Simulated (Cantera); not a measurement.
A closed system holds: 1 mol SiC, 0.025 mol C, a varied amount of H2, at 2677 °C and 1.80 Pa.

These are equilibrium values from Cantera (NASA tables, ideal gas, pure condensed phases), not measurements of a reactor. Candidate condensed phases: C, C6H6, C7H8, C8H18, Si, SiC; 87 gas species. Rates play no part.

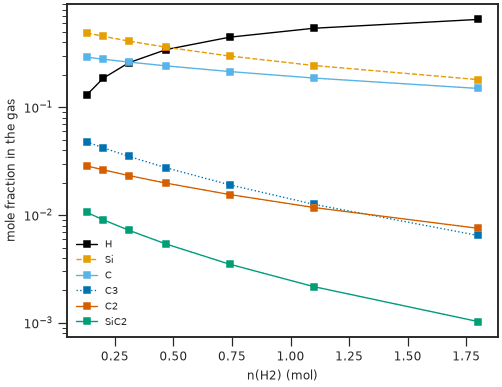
Fig. 1. Equilibrium gas composition (values under 1e-9 drawn at 1e-9)

From 0.13 mol H2 to 1.8 mol H2 nothing is condensed. The main Si-bearing gas is Si throughout.
